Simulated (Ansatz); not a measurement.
**CH₄GeS: vertical ionisation energy**

Aim: the vertical ionisation energy of CH₄GeS, as cation minus neutral at the neutral's geometry, on several levels, and how well −ε(HOMO) stands in for it.

Computed with Ansatz 0.2.0, Gaussian basis. Level: unrestricted cation, the program's frozen cores in correlated methods.

Plan: UKS PBE-D4/def2-TZVPP; UKS r2SCAN-D4/def2-TZVPP; UKS PBE0-D4/def2-TZVPP; UKS B3LYP-D4/def2-TZVPP; UKS wB97X-V/def2-TZVPP; UKS wB97M-V/def2-TZVPP; UKS B2PLYP/def2-TZVPP; UHF-CCSD(T)/def2-TZVPP; UHF-MP2/def2-QZVPP; extrapolation to the limit; then −ε(HOMO) from the neutral's earlier runs with LDA (SPW92), PBE-D4, revPBE-D4, BLYP-D4, r2SCAN-D4, B97M-V, PBE0-D4, B3LYP-D4, r2SCANh-D4, r2SCAN0-D4, HSE06-D4, BHLYP-D4, CAM-B3LYP-D4, LC-ωPBE, ωB97X-V, ωB97M-V.

**1. The relaxed structure**

An earlier PBE0-D4 in a triple-zeta def2 set relaxation fixed the geometry.

SMILES `C[S][GeH]`, 7 atoms, charge 0, spin multiplicity 1.

Atoms are counted from 1 here; the program's logs count them from 0.

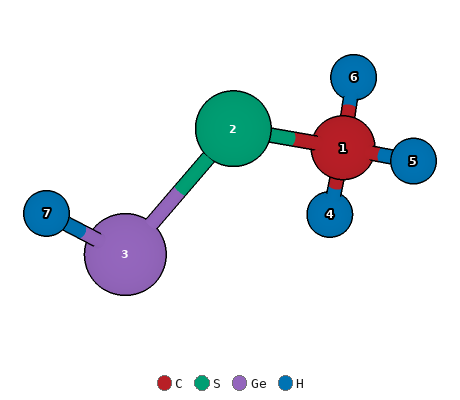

The geometry (carbon red, sulfur teal, germanium purple, hydrogen blue); atoms are numbered from 1 in the order of the file.

**2. Cation, UKS PBE-D4/def2-TZVPP**

File in.yaml:

```yaml
crystal:
  periodic: [false, false, false]
  atoms:
    - {symbol: C, position_ang: [-0.787609, 0.742200, -0.275431]}
    - {symbol: S, position_ang: [0.549813, 0.166704, 0.803073]}
    - {symbol: Ge, position_ang: [1.194720, -1.705575, -0.130999]}
    - {symbol: H, position_ang: [-0.951124, 0.046809, -1.099311]}
    - {symbol: H, position_ang: [-0.525030, 1.721822, -0.674684]}
    - {symbol: H, position_ang: [-1.702463, 0.831764, 0.310256]}
    - {symbol: H, position_ang: [2.282892, -1.871825, 1.021498]}
basis:
  gaussian: {orbitals: def2-TZVPP}
total_charge: 1
magnetization: {spin_polarized: true, initial_magnetization: 1}
hamiltonian: {xc: pbe, dispersion: d4}
```

On the command line:

```bash
ansatz run in.yaml --threads 4 --pin off --events-out ev --progress --plain --max-ram 10444MiB
```

Log:

```text
Functional definition: PBE
  name "PBE"
  cite "Perdew, Burke & Ernzerhof, Phys. Rev. Lett. 77, 3865 (1996) doi:10.1103/PhysRevLett.77.3865"
  parent pbe
  parameter kappa = 0.804
  parameter beta = 0.06672455060314922
  exchange = pbe_x(kappa = kappa, mu = beta*pi^2/3)
  correlation = pbe_c(beta = beta)
1058 factors; their error is unknown
mean field evaluation 1: about -68414.6926 eV, gradient 6.1e1 eV
mean field evaluation 2: about -68227.6199 eV, gradient 1.6e2 eV
mean field evaluation 4: about -68420.2468 eV, gradient 4.3e1 eV
mean field evaluation 8: about -68433.2645 eV, gradient 2.2e-1 eV
mean field evaluation 16: about -68433.2427 eV, gradient 3.4e-3 eV
mean field evaluation 32: about -68433.1214 eV, gradient 9.5e-1 eV
mean field -68433.24273669 eV, -2514.8752848554 hartree, gradient 1.8e-5 eV, S^2 0.754280; 4 other end points of the search recorded, 0 dependent functions left out
reference -68433.24277240 eV, -2514.8752861676 hartree; 29, 28 occupied and 148, 149 virtual orbitals, 1058 factors
Total energy: -68433.37343358 eV, -2514.8800878775 hartree
```

It took 2.9 s on 4 threads of Arm Neoverse V2, shared host; peak memory 0.27 GiB.

The neutral molecule at this level: -68442.1440 eV. Difference: 8.771 eV. ⟨S²⟩ = 0.754.

**3. Cation, UKS r2SCAN-D4/def2-TZVPP**

in.yaml, as its differences from that of step 2:

```diff
@@ -14,2 +14,2 @@
 magnetization: {spin_polarized: true, initial_magnetization: 1}
-hamiltonian: {xc: pbe, dispersion: d4}
+hamiltonian: {xc: r2scan, dispersion: d4}
```

Same command.

Log, cut to the lines that bear on the results:

```text
Functional definition: r2SCAN
  name "r2SCAN"
  cite "Furness, Kaplan, Ning, Perdew & Sun, J. Phys. Chem. Lett. 11, 8208 (2020) doi:10.1021/acs.jpclett.0c02405"
  cite "Furness, Kaplan, Ning, Perdew & Sun, J. Phys. Chem. Lett. 11, 9248 (2020) doi:10.1021/acs.jpclett.0c03077"
  parent r2scan
[...]
1058 factors; their error is unknown
[...]
mean field -68446.14964018 eV, -2515.3496048102 hartree, gradient 1.8e-5 eV, S^2 0.759495; 5 other end points of the search recorded, 0 dependent functions left out
reference -68446.14965257 eV, -2515.3496052653 hartree; 29, 28 occupied and 148, 149 virtual orbitals, 1058 factors
Total energy: -68446.17798235 eV, -2515.3506463656 hartree
```

Wall time 6.5 s (4 threads of Arm Neoverse V2, shared host); peak memory 0.29 GiB.

The neutral molecule at this level: -68455.0157 eV. Difference: 8.838 eV. ⟨S²⟩ = 0.759.

**4. Cation, UKS PBE0-D4/def2-TZVPP**

in.yaml, as its differences from that of step 3:

```diff
@@ -14,2 +14,2 @@
 magnetization: {spin_polarized: true, initial_magnetization: 1}
-hamiltonian: {xc: r2scan, dispersion: d4}
+hamiltonian: {xc: pbe0, dispersion: d4}
```

Launched as before.

Log:

```text
Functional definition: PBE0
  name "PBE0"
  cite "Adamo & Barone, J. Chem. Phys. 110, 6158 (1999) doi:10.1063/1.478522"
  cite "Perdew, Burke & Ernzerhof, Phys. Rev. Lett. 77, 3865 (1996) doi:10.1103/PhysRevLett.77.3865"
  parent pbe
  parameter a = 0.25
  parameter kappa = 0.804
  parameter beta = 0.06672455060314922
  exchange = (1 - a)*pbe_x(kappa = kappa, mu = beta*pi^2/3) + a*exact_x
  correlation = pbe_c(beta = beta)
1132 factors; their error is unknown
mean field evaluation 1: about -68422.6923 eV, gradient 4.9e1 eV
mean field evaluation 2: about -68361.6603 eV, gradient 9.8e1 eV
mean field evaluation 4: about -68434.2590 eV, gradient 1.4e1 eV
mean field evaluation 8: about -68435.2799 eV, gradient 1.4e-1 eV
mean field evaluation 16: about -68435.5574 eV, gradient 2.9e-3 eV
mean field evaluation 32: about -68434.9441 eV, gradient 5.9e0 eV
mean field -68435.55743914 eV, -2514.9603486015 hartree, gradient 1.1e-5 eV, S^2 0.758937; 4 other end points of the search recorded, 0 dependent functions left out
reference -68435.55746586 eV, -2514.9603495836 hartree; 29, 28 occupied and 148, 149 virtual orbitals, 1132 factors
Total energy: -68435.66717169 eV, -2514.9643811985 hartree
```

Wall time 4.3 s (4 threads of Arm Neoverse V2, shared host); peak memory 0.52 GiB.

Less the neutral's -68444.5516 eV (earlier run), this gives 8.884 eV. ⟨S²⟩ = 0.759.

**5. Cation, UKS B3LYP-D4/def2-TZVPP**

in.yaml, as its differences from that of step 4:

```diff
@@ -14,2 +14,2 @@
 magnetization: {spin_polarized: true, initial_magnetization: 1}
-hamiltonian: {xc: pbe0, dispersion: d4}
+hamiltonian: {xc: {name: B3LYP}, dispersion: d4}
```

The command is unchanged.

Log, cut to the lines that bear on the results:

```text
Functional definition: B3LYP
  name "B3LYP"
  cite "Stephens, Devlin, Chabalowski & Frisch, J. Phys. Chem. 98, 11623 (1994) doi:10.1021/j100096a001"
  cite "Becke, Phys. Rev. A 38, 3098 (1988) doi:10.1103/PhysRevA.38.3098"
  cite "Lee, Yang & Parr, Phys. Rev. B 37, 785 (1988) doi:10.1103/PhysRevB.37.785"
  cite "Vosko, Wilk & Nusair, Can. J. Phys. 58, 1200 (1980) doi:10.1139/p80-159"
[...]
1101 factors; their error is unknown
[...]
mean field -68449.71043386 eV, -2515.4804615642 hartree, gradient 1.4e-5 eV, S^2 0.756846; 3 other end points of the search recorded, 0 dependent functions left out
reference -68449.71066823 eV, -2515.4804701772 hartree; 29, 28 occupied and 148, 149 virtual orbitals, 1101 factors
Total energy: -68449.92618730 eV, -2515.4883903569 hartree
```

Wall time 4.3 s (4 threads of Arm Neoverse V2, shared host); peak memory 0.55 GiB.

The neutral molecule at this level: -68458.8939 eV. Difference: 8.968 eV. ⟨S²⟩ = 0.757.

**6. Cation, UKS wB97X-V/def2-TZVPP**

in.yaml, as its differences from that of step 5:

```diff
@@ -14,2 +14,2 @@
 magnetization: {spin_polarized: true, initial_magnetization: 1}
-hamiltonian: {xc: {name: B3LYP}, dispersion: d4}
+hamiltonian: {xc: {name: wB97X-V}}
```

Same command.

Log, cut to the lines that bear on the results:

```text
Functional definition: wB97X-V
  name "wB97X-V"
  cite "Mardirossian & Head-Gordon, Phys. Chem. Chem. Phys. 16, 9904 (2014) doi:10.1039/C3CP54374A"
  cite "Becke, J. Chem. Phys. 107, 8554 (1997) doi:10.1063/1.475007"
  cite "Vydrov & Van Voorhis, J. Chem. Phys. 133, 244103 (2010) doi:10.1063/1.3521275"
[...]
      + integral(e_c_pw_opposite_spin*poly(b97_u_opposite, cos0, cos1)) + vv10(b, c)
1096 factors; their error is unknown
229 factors; integrals over basis functions are off by at most 2.5e-5 eV
[...]
mean field -68440.41246823 eV, -2515.1387676297 hartree, gradient 3.5e-5 eV, S^2 0.761867; 4 other end points of the search recorded, 0 dependent functions left out
reference -68440.41246679 eV, -2515.1387675766 hartree; 29, 28 occupied and 148, 149 virtual orbitals, 1096 factors
Total energy: -68440.41246679 eV, -2515.1387675766 hartree
```

Wall time 17 s (4 threads of Arm Neoverse V2, shared host); peak memory 0.94 GiB.

Less the neutral's -68449.4258 eV (earlier run), this gives 9.013 eV. ⟨S²⟩ = 0.762.

**7. Cation, UKS wB97M-V/def2-TZVPP**

in.yaml, as its differences from that of step 6:

```diff
@@ -14,2 +14,2 @@
 magnetization: {spin_polarized: true, initial_magnetization: 1}
-hamiltonian: {xc: {name: wB97X-V}}
+hamiltonian: {xc: {name: wB97M-V}}
```

The command is unchanged.

Log, cut to the lines that bear on the results:

```text
Functional definition: wB97M-V
  name "wB97M-V"
  cite "Mardirossian & Head-Gordon, J. Chem. Phys. 144, 214110 (2016) doi:10.1063/1.4952647"
  cite "Becke, J. Chem. Phys. 107, 8554 (1997) doi:10.1063/1.475007"
  cite "Vydrov & Van Voorhis, J. Chem. Phys. 133, 244103 (2010) doi:10.1063/1.3521275"
  # Of w^i u^j: cxij and so on, Table III.
[...]
  gx(w, u) = 1 - cx + cx01*u + cx10*w
  gss(w, u) = css00 + css04*u^4 + css10*w + css20*w^2 + css43*w^4*u^3
  gos(w, u) = cos00 + cos10*w + (cos20 + cos21*u)*w^2 + (cos60 + cos61*u)*w^6
[...]
      + integral(e_c_pw_mod_opposite_spin*gos(b97_w_opposite, b97_u_opposite)) + vv10(b, c)
1093 factors; their error is unknown
229 factors; integrals over basis functions are off by at most 2.5e-5 eV
[...]
mean field -68443.24040931 eV, -2515.2426925474 hartree, gradient 3.2e-5 eV, S^2 0.758263; 4 other end points of the search recorded, 0 dependent functions left out
reference -68443.24045093 eV, -2515.2426940769 hartree; 29, 28 occupied and 148, 149 virtual orbitals, 1093 factors
Total energy: -68443.24045093 eV, -2515.2426940769 hartree
```

Run time: 21 s. Hardware: 4 threads of Arm Neoverse V2, shared host; peak memory 0.98 GiB.

The neutral molecule at this level: -68452.2101 eV. Difference: 8.970 eV. ⟨S²⟩ = 0.758.

**8. Cation, UKS B2PLYP (frozen core)/def2-TZVPP**

in.yaml, as its differences from that of step 7:

```diff
@@ -14,2 +14,2 @@
 magnetization: {spin_polarized: true, initial_magnetization: 1}
-hamiltonian: {xc: {name: wB97M-V}}
+hamiltonian: {xc: {name: B2PLYP}}
```

Same command.

Log, cut to the lines that bear on the results:

```text
Functional definition: B2PLYP
  name "B2PLYP"
  cite "Grimme, J. Chem. Phys. 124, 034108 (2006) doi:10.1063/1.2148954"
  cite "Becke, Phys. Rev. A 38, 3098 (1988) doi:10.1103/PhysRevA.38.3098"
  cite "Lee, Yang & Parr, Phys. Rev. B 37, 785 (1988) doi:10.1103/PhysRevB.37.785"
[...]
1055 factors; integrals over basis functions are off by at most 9.4e-4 eV
[...]
mean field -68428.13839666 eV, -2514.6877038190 hartree, gradient 7.1e-6 eV, S^2 0.767299; 6 other end points of the search recorded, 0 dependent functions left out
15 core orbitals not correlated: weight in the atoms' cores, before any rotation towards them, 1.000 or more for the frozen orbitals, at most 0.000 for the correlated occupied ones
reference -68428.13854463 eV, -2514.6877092571 hartree; 14, 13 occupied and 148, 149 virtual orbitals, 1055 factors
second order -18.96457137 eV of doubles, -0.00000000 eV of singles
Total energy: -68433.25897890 eV, -2514.8758817457 hartree
```

Wall time 9 s (4 threads of Arm Neoverse V2, shared host); peak memory 0.59 GiB.

Less the neutral's -68442.1365 eV (earlier run), this gives 8.878 eV. ⟨S²⟩ = 0.767.

**9. Cation, UHF-CCSD(T)/def2-TZVPP**

in.yaml, as its differences from that of step 8:

```diff
@@ -14,2 +14,3 @@
 magnetization: {spin_polarized: true, initial_magnetization: 1}
-hamiltonian: {xc: {name: B2PLYP}}
+correlation: {method: ccsd_t}
+scf: {omitted_lower_state_checks: [cluster_reference]}
```

Same command.

Log, cut to the lines that bear on the results:

```text
Functional definition: HF
  name "HF"
  cite "Fock, Z. Phys. 61, 126 (1930) doi:10.1007/BF01340294"
  parent pbe
[...]
1055 factors; integrals over basis functions are off by at most 9.4e-4 eV
[...]
mean field -68377.40155845 eV, -2512.8231594055 hartree, gradient 1.7e-6 eV, S^2 0.786427; 8 other end points of the search recorded, 0 dependent functions left out
15 core orbitals not correlated: weight in the atoms' cores, before any rotation towards them, 1.000 or more for the frozen orbitals, at most 0.000 for the correlated occupied ones
reference -68377.40155845 eV, -2512.8231594055 hartree; 14, 13 occupied and 148, 149 virtual orbitals, 1055 factors
second order -15.22205841 eV of doubles, -0.00000000 eV of singles
cycle   1  -15.51417377 eV  change   -2.9e-1 eV  update   1.1e-1
[...]
cycle  14  -16.14830647 eV  change    3.3e-6 eV  update   1.6e-5
perturbative correction -0.76377038 eV, -0.0280680438 hartree
Total energy: -68394.31363530 eV, -2513.4446667664 hartree
Checks for a lower state left out: cluster_reference
```

It took 96 s on 4 threads of Arm Neoverse V2, shared host; peak memory 4 GiB.

Less the neutral's -68403.2275 eV (earlier run), this gives 8.914 eV. ⟨S²⟩ = 0.786. T1 = 0.022 (report).

**10. Cation, UHF-MP2/def2-QZVPP**

in.yaml, as its differences from that of step 9:

```diff
@@ -11,6 +11,6 @@
 basis:
-  gaussian: {orbitals: def2-TZVPP}
+  gaussian: {orbitals: "def2-QZVPP.json"}
 total_charge: 1
 magnetization: {spin_polarized: true, initial_magnetization: 1}
-correlation: {method: ccsd_t}
+correlation: {method: mp2}
 scf: {omitted_lower_state_checks: [cluster_reference]}
```

Same command.

Log, cut to the lines that bear on the results:

```text
Functional definition: HF
  name "HF"
  cite "Fock, Z. Phys. 61, 126 (1930) doi:10.1007/BF01340294"
  parent pbe
[...]
2059 factors; integrals over basis functions are off by at most 8.3e-4 eV
[...]
mean field -68378.90528183 eV, -2512.8784202206 hartree, gradient 2.0e-6 eV, S^2 0.786343; 8 other end points of the search recorded, 0 dependent functions left out
15 core orbitals not correlated: weight in the atoms' cores, before any rotation towards them, 1.000 or more for the frozen orbitals, at most 0.000 for the correlated occupied ones
reference -68378.90528183 eV, -2512.8784202206 hartree; 14, 13 occupied and 307, 308 virtual orbitals, 2059 factors
second order -23.02655807 eV of doubles, -0.00000000 eV of singles
Total energy: -68401.93183990 eV, -2513.7246306216 hartree
Checks for a lower state left out: cluster_reference
```

Run time: 50 s. Hardware: 4 threads of Arm Neoverse V2, shared host; peak memory 1.5 GiB.

Less the neutral's -68411.0106 eV (earlier run), this gives 9.079 eV. ⟨S²⟩ = 0.786.

**11. Extrapolating to the complete basis**

This step is arithmetic on the last runs, with X = 3 and 4: exp(−7.88√X) for Hartree-Fock, X^−2.97 for correlation; only MP2 was run in the larger set, so CCSD(T) minus MP2 is added from the smaller one.

```
  level  energy at the limit (eV)
     HF               -68379.1124
    MP2               -68407.9201
   CCSD               -68408.8463
CCSD(T)               -68409.6101
```

This is no true limit for total energies: MP2 correlation changes by a factor of 1.51 from triple to quadruple zeta (about 1.07 in light molecules), because outer-core shells are correlated in sets not made for them. Much of that cancels between molecule and atoms or ions.

The neutral's limit, from its own earlier runs, is -68418.7673 eV in the additive form (MP2 limit plus CCSD(T) minus MP2 in triple zeta), in which the cation has -68409.6101 eV.

**12. Ionisation energies side by side**

Differences are taken before rounding.

```
            method  ionisation energy (eV)  from CCSD(T)/CBS (eV)     time
            PBE-D4                    8.77                  -0.39      4 s
         r2SCAN-D4                    8.84                  -0.32    8.7 s
           PBE0-D4                    8.88                  -0.27    5.5 s
          B3LYP-D4                    8.97                  -0.19    5.9 s
           ωB97X-V                    9.01                  -0.14     20 s
           ωB97M-V                    8.97                  -0.19     25 s
            B2PLYP                    8.88                  -0.28     11 s
     HF/def2-TZVPP                    8.13                  -1.02         
    MP2/def2-TZVPP                    8.94                  -0.22         
   CCSD/def2-TZVPP                    8.92                  -0.23         
CCSD(T)/def2-TZVPP                    8.91                  -0.24  1.9 min
       CCSD(T)/CBS                    9.16                      0  2.9 min
```

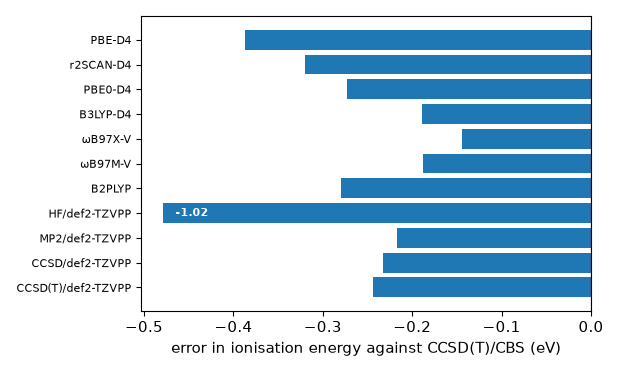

Deviations from CCSD(T)/CBS, method by method. Bars with a number in them are cut short.

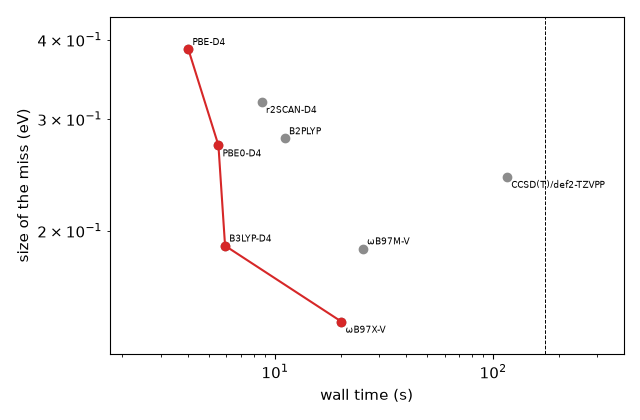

Miss against cost. Red marks the levels that no quicker level drawn beats (of those quicker than the yardstick), and the dashed line is the time of CCSD(T)/CBS. Times are from a shared host.

Times add the cation's run and the neutral's; HF, MP2 and CCSD come out of the CCSD(T) runs.

For comparison, −ε(HOMO) of the neutral from earlier runs:

```
  functional  −ε(HOMO) (eV)  by energy difference (eV)
 LDA (SPW92)           5.86                           
      PBE-D4           5.74                       8.77
   revPBE-D4           5.69                           
     BLYP-D4           5.61                           
   r2SCAN-D4           5.99                       8.84
      B97M-V           5.99                           
     PBE0-D4           6.77                       8.88
    B3LYP-D4           6.60                       8.97
  r2SCANh-D4           6.37                           
  r2SCAN0-D4           6.94                           
    HSE06-D4           6.38                           
    BHLYP-D4           7.69                           
CAM-B3LYP-D4           8.02                           
     LC-ωPBE           9.29                           
     ωB97X-V           8.97                       9.01
     ωB97M-V           8.85                       8.97
```

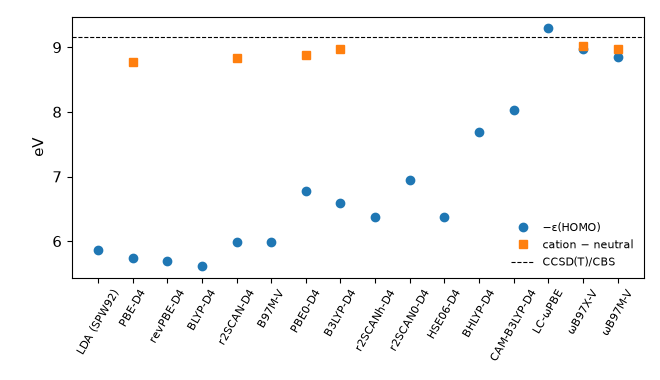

Orbital estimates and energy differences by functional.

**13. Summary of results**

```
                        quantity               value
  ionisation energy, CCSD(T)/CBS             9.16 eV
nearest functional by difference  ωB97X-V (-0.14 eV)
                nearest −ε(HOMO)  LC-ωPBE (+0.14 eV)
                 −ε(HOMO) of PBE             5.74 eV
                T1 of the cation               0.022
```

What this shows: Energy differences with functionals land within 0.39 eV of the reference. −ε(HOMO) of PBE misses by 3.4 eV, since self-interaction lifts the level. Among orbital estimates LC-ωPBE comes nearest. Hartree-Fock falls 1.02 eV short, as the neutral has more correlation energy than the cation. Correlated methods include outer-core shells of Ge, which these sets cover unevenly. With outer-core shells in play the reference is unsure by up to some tenths of an eV, so close misses can't be ranked.

For cost: ωB97X-V gets within 0.14 eV in 20 s, where CCSD(T)/CBS took 2.9 min; the quickest level in the cost chart, PBE-D4, takes 4 s and misses by 0.39 eV.
